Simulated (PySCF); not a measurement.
# What a change does: NMR shielding calculation on C3H12Si3

System: C3H12Si3, SMILES C1[SiH2]C[SiH2]C[SiH2]1.
Method of the first run: GIAO PBE0/pcSseg-1 NMR shielding, non-relativistic, gas phase (PySCF 2.14.0).

The geometry comes from this level: GFN2-xTB. Text and figures count atoms from 1; the logs count them from 0 in places.

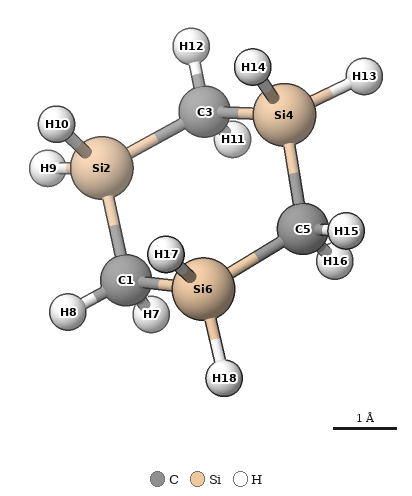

Fig. 1: The input geometry (ball-and-stick view, seen at a tilt; atoms are numbered from 1 in the order of the input). Bond lengths as drawn: C–H 1.09 Å, C–Si 1.90 Å and H–Si 1.47 Å.

Input, the first run:
```
{"job": {"kind": "nmr", "xc": "PBE0", "basis": "pcSseg-1"}, "charge": 0, "multiplicity": 1}
C     -0.725809     1.329542    -0.993229
Si     1.073516     1.466687    -0.399456
C      1.778976    -0.282565    -0.170665
Si     0.750633    -1.399129     0.971594
C     -1.038448    -1.443607     0.334270
Si    -1.838223     0.266393     0.120757
H     -0.734795     0.914220    -2.001160
H     -1.152790     2.327475    -1.077923
H      1.874845     2.203131    -1.393566
H      1.127877     2.203860     0.870636
H      1.865911    -0.759087    -1.147434
H      2.793604    -0.210707     0.217511
H      1.312490    -2.762159     0.981455
H      0.782313    -0.874354     2.344047
H     -1.644515    -2.039248     1.014916
H     -1.060995    -1.966482    -0.622253
H     -2.002457     0.911658     1.430679
H     -3.170893     0.120690    -0.491835
```

The first line tells a small driver script what to run in PySCF; the rest is the geometry in Å.

Command:
```bash
OMP_NUM_THREADS=1 python <driver script> task.json out
```

Hardware: 1 CPU thread, shared host.

Output (the first run):
```
coarse grid: 15576 points
cycle   1  E = -989.3904833058  dE =  2.062e-01  |g| = 5.326e-01  |ddm| = 3.776e+00
cycle   2  E = -989.3570331806  dE =  3.345e-02  |g| = 6.251e-01  |ddm| = 9.641e-01
cycle   3  E = -989.4601338952  dE = -1.031e-01  |g| = 4.950e-02  |ddm| = 6.103e-01
cycle   4  E = -989.4608411452  dE = -7.073e-04  |g| = 1.321e-02  |ddm| = 8.300e-02
cycle   5  E = -989.4608865940  dE = -4.545e-05  |g| = 1.682e-03  |ddm| = 1.758e-02
cycle   6  E = -989.4608875818  dE = -9.878e-07  |g| = 4.608e-04  |ddm| = 3.385e-03
final grid: 133872 points
cycle   7  E = -989.4941769895  dE = -2.061e-05  |g| = 6.908e-03  |ddm| = 2.065e-02
cycle   8  E = -989.4941687723  dE =  8.217e-06  |g| = 8.831e-03  |ddm| = 1.405e-02
cycle   9  E = -989.4941893252  dE = -2.055e-05  |g| = 3.080e-04  |ddm| = 8.102e-03
cycle  10  E = -989.4941893444  dE = -1.915e-08  |g| = 7.862e-05  |ddm| = 4.681e-04
cycle  11  E = -989.4941893461  dE = -1.752e-09  |g| = 2.207e-05  |ddm| = 1.195e-04
cycle  12  E = -989.4941893462  dE = -9.823e-11  |g| = 2.912e-06  |ddm| = 2.770e-05
converged SCF energy = -989.4941893462

GIAO shielding tensors (ppm)
atom      isotropic    diamagn.    paramagn.     s11        s22        s33       span
  0 C      195.514     257.872     -62.358    186.737    192.310    207.496     20.760
  1 Si     392.402     880.301    -487.899    363.710    383.483    430.011     66.301
  2 C      195.479     257.862     -62.384    186.759    192.277    207.400     20.641
  3 Si     392.343     880.311    -487.968    363.805    383.719    429.503     65.698
  4 C      195.461     257.869     -62.408    186.764    192.247    207.373     20.609
  5 Si     392.415     880.307    -487.892    363.665    383.639    429.943     66.278
  6 H       31.892      32.489      -0.597     28.097     28.668     38.912     10.814
  7 H       31.993      30.088       1.905     26.560     28.283     41.136     14.575
  8 H       26.999      28.883      -1.884     22.884     24.903     33.212     10.328
  9 H       27.331      29.644      -2.314     24.404     25.209     32.379      7.975
 10 H       31.891      32.488      -0.597     28.096     28.669     38.908     10.812
 11 H       31.994      30.094       1.900     26.560     28.292     41.131     14.571
 12 H       26.993      28.881      -1.888     22.879     24.895     33.207     10.328
 13 H       27.329      29.651      -2.323     24.408     25.208     32.370      7.962
 14 H       31.994      30.100       1.894     26.562     28.296     41.123     14.561
 15 H       31.887      32.482      -0.595     28.087     28.670     38.906     10.818
 16 H       27.332      29.648      -2.316     24.402     25.213     32.381      7.979
 17 H       27.000      28.886      -1.886     22.883     24.905     33.213     10.330
```

For the second run the input was changed thus:
```diff
+"pop": true
+"scf": {"conv": 1e-07
+"aux": "def2-qzvpp-jkfit"}
```

How does the second run compare with the first run?

The total energy of the second run is 0.03 kcal/mol lower, which measures the change of basis and not a stability. No shielding changes by as much as 0.05 ppm. The SCF takes 7 iterations against 12.

Output (the second run):
```
final grid: 133872 points
cycle   1  E = -989.4257617805  dE =  2.049e-01  |g| = 5.247e-01  |ddm| = 3.775e+00
cycle   2  E = -989.3947232404  dE =  3.104e-02  |g| = 6.113e-01  |ddm| = 9.483e-01
cycle   3  E = -989.4934810154  dE = -9.876e-02  |g| = 4.952e-02  |ddm| = 5.991e-01
cycle   4  E = -989.4941871596  dE = -7.061e-04  |g| = 1.319e-02  |ddm| = 8.281e-02
cycle   5  E = -989.4942325045  dE = -4.534e-05  |g| = 1.684e-03  |ddm| = 1.761e-02
cycle   6  E = -989.4942334944  dE = -9.899e-07  |g| = 4.550e-04  |ddm| = 3.376e-03
cycle   7  E = -989.4942335588  dE = -6.440e-08  |g| = 7.127e-05  |ddm| = 7.687e-04
converged SCF energy = -989.4942335588

GIAO shielding tensors (ppm)
atom      isotropic    diamagn.    paramagn.     s11        s22        s33       span
  0 C      195.508     257.872     -62.364    186.730    192.297    207.498     20.768
  1 Si     392.404     880.301    -487.897    363.709    383.487    430.015     66.307
  2 C      195.470     257.862     -62.392    186.751    192.261    207.398     20.647
  3 Si     392.344     880.311    -487.966    363.803    383.723    429.507     65.705
  4 C      195.452     257.869     -62.417    186.755    192.231    207.371     20.616
  5 Si     392.418     880.307    -487.890    363.663    383.643    429.946     66.283
  6 H       31.892      32.489      -0.597     28.097     28.668     38.912     10.815
  7 H       31.993      30.088       1.905     26.560     28.284     41.136     14.575
  8 H       26.999      28.883      -1.884     22.884     24.902     33.211     10.328
  9 H       27.332      29.644      -2.313     24.405     25.211     32.380      7.975
 10 H       31.891      32.487      -0.597     28.096     28.668     38.908     10.812
 11 H       31.994      30.094       1.900     26.560     28.292     41.131     14.571
 12 H       26.993      28.881      -1.888     22.879     24.894     33.206     10.328
 13 H       27.330      29.651      -2.322     24.409     25.209     32.371      7.962
 14 H       31.994      30.100       1.894     26.562     28.296     41.123     14.561
 15 H       31.887      32.482      -0.595     28.086     28.669     38.905     10.819
 16 H       27.333      29.648      -2.315     24.403     25.214     32.382      7.979
 17 H       27.000      28.886      -1.886     22.883     24.904     33.213     10.330
```

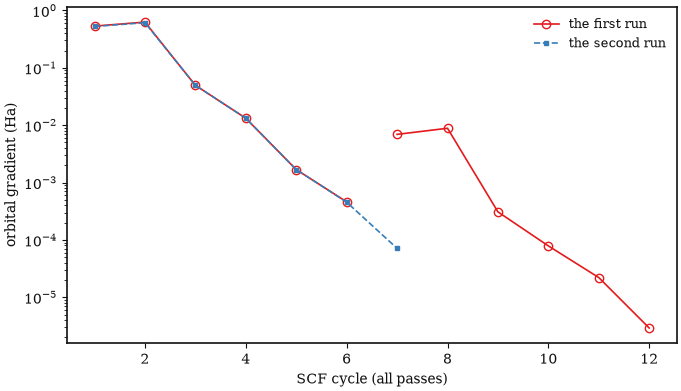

Fig. 2: Convergence of the two runs: orbital gradient against the SCF cycle. A break in a curve parts two SCF passes (coarse and final grid). The first run takes 12 cycles in all, and the second run takes 7.

The two runs side by side:

| quantity | the first run | the second run |
| --- | --- | --- |
| outcome | converged | converged |
| total energy (hartree) | −989.494189 | −989.494234 |
| HOMO (eV) | −8.20 | −8.20 |
| LUMO (eV) | 0.62 | 0.62 |
| dipole moment (D) | 0.89 | 0.89 |
| shielding of C1 (ppm) | 195.5 | 195.5 |
| shielding of Si2 (ppm) | 392.4 | 392.4 |
| shielding of C3 (ppm) | 195.5 | 195.5 |
| shielding of Si4 (ppm) | 392.3 | 392.3 |
| shielding of C5 (ppm) | 195.5 | 195.5 |
| shielding of Si6 (ppm) | 392.4 | 392.4 |
| shielding of H10 (ppm) | 27.3 | 27.3 |
| SCF iterations | 12 | 7 |
| basis functions | 183 | 183 |
| wall time (shared host) | 40 s | 34 s |
